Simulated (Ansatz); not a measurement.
# How well the gap of GaSi2P (zincblende [110] superlattice) (Pm) can be computed, part 2 of 2

Wanted: the gap of GaSi2P (zincblende [110] superlattice) (Pm) by functionals, hybrids and G0W0, carried to the basis limit, with what remains uncertain.

Ansatz 0.2.0; density functionals, hybrids, G0W0, plane waves, PAW. Known limits of the many-body steps: not at the basis limit; no spin-orbit coupling; coarse k mesh.

So far. Step 3 (PBEsol bands): The gap is indirect, with the least direct gap 0.07 eV higher. Step 4 (PBEsol+SOC): The gap stands −0.01 eV against PBEsol.

The structure was built from a prototype and need not be the compound's stable phase.

## Step 5: HSE06

The screened hybrid is the usual rung above semilocal functionals: a quarter of exact exchange, cut off beyond a few ångström.

This step: DFT, HSE06, plane waves, PAW; PAW set soft_1.

The input, input.yaml:

```yaml
crystal:
  lattice:
    - [3.8421553024, 0.0, 0.0]
    - [0.0, 5.4375168448, -2.7834e-06]
    - [0.0, -3.9364e-06, 7.6837588716]
  atoms:
    - { symbol: Ga, position: [0.0, 0.0105503467, 0.1195680423] }
    - { symbol: P, position: [0.5, 0.265858019, 0.1263065394] }
    - { symbol: Ga, position: [0.5, 0.5105504621, 0.3815065334] }
    - { symbol: P, position: [0.0, 0.7658579839, 0.3747682615] }
    - { symbol: Si, position: [0.0, -0.0124352107, 0.625188481] }
    - { symbol: Si, position: [0.5, 0.2360271271, 0.6275191079] }
    - { symbol: Si, position: [0.5, 0.4875643784, 0.8758866051] }
    - { symbol: Si, position: [0.0, 0.7360268935, 0.873555144] }
kpoints:
  mp_grid: { grid: [4, 4, 2] }
  band_path:
    path:
      - [0.0, 0.0, 0.0]
      - [-0.5, 0.0, 0.0]
      - [-0.5, 0.0, 0.5]
      - [0.0, 0.0, 0.5]
      - [0.0, -0.5, 0.5]
      - [-0.5, -0.5, 0.5]
      - [-0.5, -0.5, 0.0]
      - [0.0, -0.5, 0.0]
      - [0.0, -0.15, 0.0]
    npoints: 1
hamiltonian:
  xc: hse06
  pseudopotentials: { kind: paw, azcp: { folder: soft_1 } }
scf:
  occupations: { method: fixed }
  n_extra_bands: 6
output:
  eigenvalues: true
```

Launch:

```
> ansatz run input.yaml --threads 32 --pin off --max-ram 82944MiB --backend cuda --events-out ev --progress --plain --runs-dir out --devices 1 --max-vram 78GiB
```

Numbers of over 12 decimals in the logs are rounded to 6 here.

Log:

```text
[...]
GPUs: using 1 of 1 available (devices: 1).
[...]
Frozen-core exchange: fock
SCF iter   1: F=—  HF=-11625.955537 eV  |F-HF|=—  |Δ(HF+E_count)|=         —  Δρ=1.04e-2  dr2=7.67e-2  ethr=1.26e-7  ⟨swp⟩=9.9  Hψ=4638  notcnv=0
[...]
SCF iter   2: F=—  HF=-11625.921977 eV  |F-HF|=—  |Δ(HF+E_count)|=   3.36e-2  Δρ=1.68e-3  dr2=6.56e-3  ethr=1.26e-7  ⟨swp⟩=7.1  Hψ=3187  notcnv=0  defer=5
[...]
Stability not checked: this state was not tested for a lower state beside it, because the functional holds exact exchange (a hybrid, or Hartree-Fock), whose exchange loop this test does not read (fock_operator; see scf.lower_state_search)
Free energy (F): -11625.943594 eV
Frozen-core exchange: fock
[...]
Internal energy: -11625.943594 eV  (E = F + TS)
E sigma→0 (E₀):  -11625.943594 eV
Fermi energy:    6.427950 eV
[...]
--- Band table (eV; the first three rows and the last of 18) ---
[...]
```

It took 6.5 s on 1 × NVIDIA GB200 (shared by 2 runs) with 32 threads of Arm Neoverse V2, shared host; peak memory 1.7 GiB; 37 s of CPU time.

This step gave:

- gap: 1.515 eV
- valence top at: Γ
- conduction bottom at: k = (0.000, -0.150, 0.000)
- least direct gap: 1.581 eV

The gap stands +0.74 eV against PBEsol.

## Step 6: G0W0, 6×4×4 mesh, 290 empty bands, screening to 86 eV, PAW set soft_1 files

G0W0 replaces the xc potential by the self-energy, built once from these orbitals. Only a window of levels is corrected, while the sums run over the empty bands that the input names. This step takes PAW set soft_1 files.

This step: G0W0 on PBEsol, plane waves, PAW; PAW set soft_1.

input.yaml: that of step 5 with these lines changed.

```diff
@@ -15,22 +15,13 @@
 kpoints:
-  mp_grid: { grid: [4, 4, 2] }
-  band_path:
-    path:
-      - [0.0, 0.0, 0.0]
-      - [-0.5, 0.0, 0.0]
-      - [-0.5, 0.0, 0.5]
-      - [0.0, 0.0, 0.5]
-      - [0.0, -0.5, 0.5]
-      - [-0.5, -0.5, 0.5]
-      - [-0.5, -0.5, 0.0]
-      - [0.0, -0.5, 0.0]
-      - [0.0, -0.15, 0.0]
-    npoints: 1
+  mp_grid: { grid: [6, 4, 4] }
 hamiltonian:
-  xc: hse06
-  pseudopotentials: { kind: paw, azcp: { folder: soft_1 } }
+  xc: pbesol
+  pseudopotentials: { kind: paw, azcp: { folder: soft_1 }, xc_functional: pbe }
 scf:
   occupations: { method: fixed }
-  n_extra_bands: 6
-output:
-  eigenvalues: true
+gw:
+  n_empty_bands: 290
+  ecut_chi: 86
+  qp_bands: [v2, c2]
+  qp_kpoints: band_edges
+  screening: { model: contour_deformation }
```

Log:

```text
[...]
GPUs: using 1 of 1 available (devices: 1).
[...]
concurrent solve slots: 18 of 32 are kept, ahead of what memory takes: no pass of the eigensolver takes more rounds on 18
[...]
Crystal: 8 atoms, lattice volume = 160.527 Å³
Basis set: ecut = 420 eV, 3115 PW (Γ)
[...]
SCF 1 converged in 8 iterations: F = -11453.883925 eV  dr2 = 9.65e-8
[...]
SCF converged after 8 iterations
[...]
2    26      6.5046   -14.9857     1.1018   -13.5568  0.7606     6.1764     6.1775  root
     2    27      7.9197    -6.3376    -3.8171   -10.3686  0.7760     8.1341     8.1336  root
[...]
33    25      5.5318   -15.1305     1.4088   -13.3714  0.7564     5.1798     5.1814  root
    33    26      5.5318   -15.1305     1.4088   -13.3714  0.7564     5.1798     5.1814  root
    33    27      8.1431    -8.9573    -3.7350   -13.0521  0.7750     8.5043     8.5029  root
    33    28      8.1431    -8.9573    -3.7350   -13.0521  0.7750     8.5043     8.5029  root
```

Wall time 14 s (1 × NVIDIA GB200 (shared by 2 runs) with 32 threads); peak memory 2.4 GiB; 81 s of CPU time.

Numbers from this step:

```yaml
bands_summed: 316
rpa_eps_infinity_on_this_mesh_eigenvalues: 12.01, 12.83, 12.95
plane_waves_in_the_screening_matrix: 279
g0w0_gap_on_the_mesh: 1.323 eV
k_of_the_valence_top: 0, 0, 0
k_of_the_conduction_bottom: -0.5, 0, 0
starting_gap_on_the_mesh: 0.8219 eV
least_direct_g0w0_gap_on_the_computed_points: 1.342 eV
```

The gap on the mesh goes from 0.82 eV to 1.32 eV, a correction of +0.50 eV. Between the two edge states, bare exchange in place of the xc potential would open the gap by 5.20 eV, and correlation takes back 4.71 eV. The start differs from the 0.78 eV found before because this mesh misses an edge.

## Step 7: G0W0, 6×4×4 mesh, 710 empty bands, screening to 156 eV, PAW set soft_1 files

Another rung: the empty bands reach about as high as the screening cutoff, so the two stay in balance.

input.yaml: that of step 6 with these lines changed.

```diff
@@ -22,4 +22,4 @@
 gw:
-  n_empty_bands: 290
-  ecut_chi: 86
+  n_empty_bands: 710
+  ecut_chi: 156.0
   qp_bands: [v2, c2]
```

Log:

```text
[...]
GPUs: using 1 of 1 available (devices: 1).
[...]
Crystal: 8 atoms, lattice volume = 160.527 Å³
Basis set: ecut = 420 eV, 3115 PW (Γ)
[...]
SCF 1 converged in 8 iterations: F = -11453.883925 eV  dr2 = 9.65e-8
[...]
SCF converged after 8 iterations
[...]
0    28      7.7250    -6.9687    -3.8244   -10.9041  0.7792     7.8362     7.8360  root
     1    25      6.2224   -15.0421     0.8479   -13.6870  0.7608     5.7126     5.7153  root
     1    26      6.6647   -15.4393     0.8720   -14.0330  0.7611     6.1277     6.1305  root
     1    27      7.7428    -6.4934    -3.8686   -10.4507  0.7783     7.8316     7.8315  root
     1    28      8.7400    -7.2346    -4.1185   -11.4943  0.7727     8.8814     8.8811  root
     2    25      6.2443   -16.2978     1.0992   -14.6555  0.7594     5.6978     5.7011  root
     2    26      6.5046   -14.9857     0.8940   -13.5568  0.7594     5.9668     5.9697  root
     2    27      7.9197    -6.3376    -3.9338   -10.3686  0.7755     8.0170     8.0168  root
     2    28      8.4114    -7.0577    -4.0131   -11.1906  0.7798     8.5313     8.5311  root
     3    25      5.9961   -14.5361     0.8757   -13.1591  0.7607     5.4920     5.4948  root
     3    26      6.0927   -14.9849     1.0171   -13.4392  0.7583     5.5609     5.5641  root
     3    27      7.5598    -6.9682    -3.7182   -10.7690  0.7796     7.6425     7.6424  root
     3    28      8.4207    -6.6450    -4.0661   -10.8364  0.7759     8.5461     8.5459  root
     4    25      6.0834   -14.9855     1.0275   -13.4271  0.7578     5.5492     5.5524  root
     4    26      6.1857   -15.0275     0.8402   -13.6836  0.7611     5.6794     5.6820  root
     4    27      7.9563    -6.7527    -3.8751   -10.7161  0.7763     8.0446     8.0445  root
     4    28      8.6025    -8.6151    -4.0244   -12.8013  0.7699     8.7646     8.7643  root
     6    25      5.8390   -14.9367     1.0820   -13.3176  0.7578     5.2984     5.3018  root
     6    26      5.8390   -14.9367     1.0820   -13.3176  0.7578     5.2984     5.3018  root
     6    27      7.7705    -7.8022    -3.7869   -11.6940  0.7754     7.8755     7.8754  root
     6    28      7.7705    -7.8022    -3.7869   -11.6940  0.7754     7.8755     7.8754  root
     9    25      5.9382   -15.0061     0.9575   -13.5399  0.7588     5.4266     5.4295  root
     9    26      6.5120   -15.0547     0.7725   -13.7679  0.7636     5.9952     5.9978  root
     9    27      7.8701    -6.9648    -3.8121   -10.8726  0.7799     7.9659     7.9658  root
[...]
28    25      4.9874   -14.6577     1.3698   -12.7529  0.7495     4.4478     4.4523  root
    28    26      4.9874   -14.6577     1.3698   -12.7529  0.7495     4.4478     4.4523  root
    28    27      7.8802    -7.0030    -3.7998   -10.8805  0.7785     7.9579     7.9578  root
    28    28      7.8802    -7.0030    -3.7998   -10.8805  0.7785     7.9579     7.9578  root
    33    25      5.5318   -15.1305     1.2146   -13.3714  0.7554     4.9833     4.9872  root
    33    26      5.5318   -15.1305     1.2146   -13.3714  0.7554     4.9833     4.9872  root
    33    27      8.1431    -8.9573    -3.9167   -13.0521  0.7742     8.3215     8.3212  root
    33    28      8.1431    -8.9573    -3.9167   -13.0521  0.7742     8.3215     8.3212  root
```

It took 71 s on 1 × NVIDIA GB200 (shared by 2 runs) with 32 threads; peak memory 5.3 GiB.

Numbers from this step:

```yaml
bands_summed: 736
rpa_eps_infinity_on_this_mesh_eigenvalues: 12.01, 12.82, 12.94
plane_waves_in_the_screening_matrix: 719
q_points_in_the_mesh: 96
g0w0_gap_on_the_mesh: 1.428 eV
k_of_the_valence_top: 0, 0, 0
k_of_the_conduction_bottom: -0.5, 0, 0
starting_gap_on_the_mesh: 0.8219 eV
z_at_the_valence_top: 0.7618
z_at_the_conduction_bottom: 0.7820
least_direct_g0w0_gap_on_the_computed_points: 1.444 eV
```

Against the run with 6×4×4 mesh, 290 empty bands, screening to 86 eV, PAW set soft_1 files, the gap moves by +0.10 eV.

Limits: finite bands, cutoff and mesh; no spin-orbit coupling; coarse k mesh. v1 is the top filled band, c1 the lowest empty one. The levels before and after the correction (eV, zero at the valence-band top of each column):

|  | conduction bottom | valence top |
| --- | --- | --- |
| Kohn-Sham | 0.82 | 0.00 |
| G0W0 | 1.43 | 0.00 |

|  | level | occupation | energy (eV) |
| --- | --- | --- | --- |
| Kohn-Sham | Γ v2 | 2 | -0.034 |
| Kohn-Sham | Γ v1 | 2 | 0.000 |
| Kohn-Sham | Γ c1 | 0 | 0.845 |
| Kohn-Sham | Γ c2 | 0 | 0.987 |
| Kohn-Sham | (-0.5 0 0) v2-v1 | 2 | -1.134 |
| Kohn-Sham | (-0.5 0 0) c1-c2 | 0 | 0.832 |
| G0W0 | Γ v2 | 2 | -0.022 |
| G0W0 | Γ v1 | 2 | 0.000 |
| G0W0 | Γ c1 | 0 | 1.444 |
| G0W0 | Γ c2 | 0 | 1.631 |
| G0W0 | (-0.5 0 0) v2-v1 | 2 | -1.146 |
| G0W0 | (-0.5 0 0) c1-c2 | 0 | 1.428 |

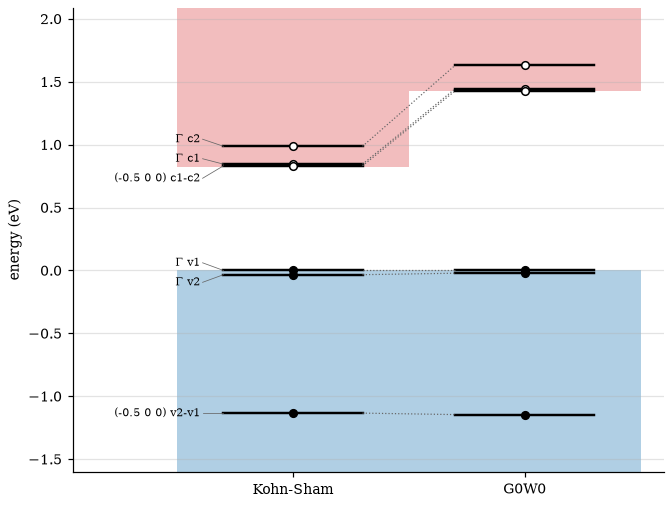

Levels before and after the correction. Shaded: valence and conduction bands. Filled marks are occupied levels, open marks empty ones.

How the two edges are built up, in eV (the quasiparticle level is the starting level plus Σx plus Σc less Vxc):

| run | edge | start | Σx | Σc | Vxc | Z | QP |
| --- | --- | --- | --- | --- | --- | --- | --- |
| 316 bands | valence top | 6.74 | -15.50 | 1.06 | -14.12 | 0.76 | 6.42 |
| 316 bands | conduction bottom | 7.57 | -6.60 | -3.64 | -10.42 | 0.78 | 7.74 |
| 736 bands | valence top | 6.74 | -15.50 | 0.85 | -14.12 | 0.76 | 6.20 |
| 736 bands | conduction bottom | 7.57 | -6.60 | -3.75 | -10.42 | 0.78 | 7.63 |

## Step 8: The ladder

Times are wall times on 1 × NVIDIA GB200 (shared by 2 runs) with 32 threads of Arm Neoverse V2, shared host, good to a factor of about two. G0W0 rows are gaps on the mesh, lowered by the amount that the mesh misses the start's edges, a rough step that assumes the same correction there.

| level | gap (eV) | least direct gap (eV) | time |
| --- | --- | --- | --- |
| PBEsol | 0.78 | 0.84 | 1.7 s |
| PBEsol+SOC | 0.76 | 0.83 | 2.1 s |
| HSE06 | 1.51 | 1.58 | 6.5 s |
| G0W0@PBEsol (290 empty bands) | 1.28 | - | 14 s |
| G0W0@PBEsol (710 empty bands) | 1.38 | - | 71 s |

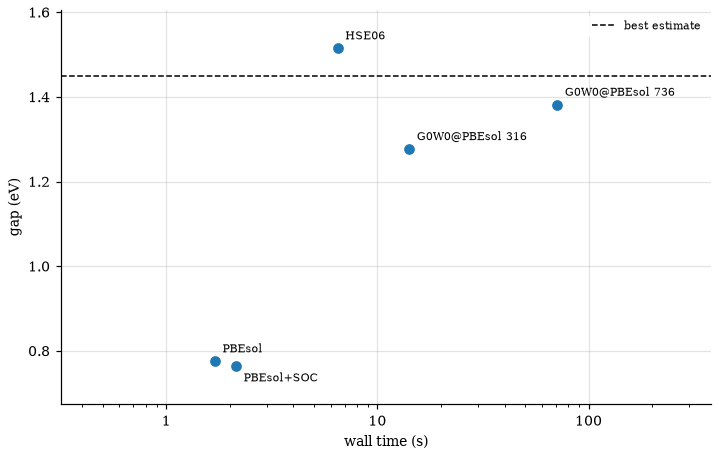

Result against wall time.

## Step 9: Adding up the best estimate

| term | eV | running total (eV) |
| --- | --- | --- |
| G0W0 on the mesh, top rung | 1.428 | 1.428 |
| to the limit, by a line in one over the bands through the two top rungs | +0.079 | 1.507 |
| band edges off the mesh | −0.046 | 1.461 |
| spin-orbit change, from PBEsol | −0.012 | 1.449 |

## Step 10: What came out

| Property | Result |
| --- | --- |
| PBEsol gap | 0.78 eV, indirect |
| HSE06 | 1.51 eV |
| G0W0, top rung on the mesh | 1.43 eV |
| best estimate, G0W0@PBEsol with spin-orbit change | 1.45 eV |
| GW settings of the top rung | 6×4×4 mesh, 710 empty bands, screening to 156 eV, PAW set soft_1 files |
| known limits | one-shot GW, static lattice; one k mesh, untested; coarse k mesh |

In words: The best estimate for G0W0@PBEsol is 1.45 eV, indirect by PBEsol+SOC, against 0.76 eV at the start (both with spin-orbit coupling). The limit rests on the two highest rungs, unchecked by another pair. The term for edges off the mesh assumes that the correction there equals that on the mesh, which is rough. Among the functionals HSE06 comes nearest: +0.05 eV from the estimate without its spin-orbit term (1.46 eV). All runs took 99 s, 86 % of it in G0W0. The 6×4×4 mesh is coarse for this cell (its supercell is 22 Å along the shortest edge). The RPA ε∞ on it, from the PBEsol start, is 12.01, 12.82 and 12.94; such meshes misread the long-range screening, most where the gap is narrow.

[Paths, hosts, dates, memory and timing lines, banners, echoed tables and standing remarks are left out of the program output.]

[Logs are printed without paths, hosts, clocks, repeated set-up lines and the standing remarks that a program may print on its own settings, such as how far it seeks lower states.]

[Runs of the session that timed out or met a known fault of the program may be left out.]

[Cells called generated may have been cut or substituted from an entry of the Crystallography Open Database or the Materials Project.]

[Hosts, paths, dates, database ids (printed as entryN), source tags and the programs' standing remarks are cut or masked in the printed files.]
